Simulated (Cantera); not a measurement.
Feed: 1 mol SiH4, a varied amount of Cl2, 8.3 mol H2, equilibrated at 1098.15 K and 133 Pa.

Equilibrium computed with Cantera from the NASA thermochemical tables; the gas is ideal and each condensed phase is pure. Candidate condensed phases: Si; 19 gas species. The tables' values for SiCl3 are old estimates; treat these amounts as uncertain. The numbers say what is thermodynamically allowed, not how fast it happens.

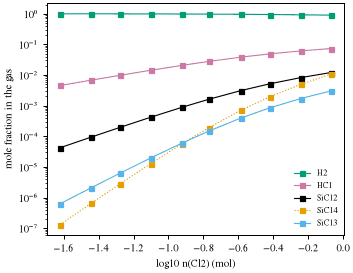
*Equilibrium gas composition (values under 1e-9 drawn at 1e-9)*

**Question.** Read off the mole fractions at 0.036 mol Cl2.

**Answer.** H2 about 0.99, HCl about 0.0068, SiCl2 about 9.4e-5, SiCl3 about 2.1e-6, SiCl4 about 6.4e-7.
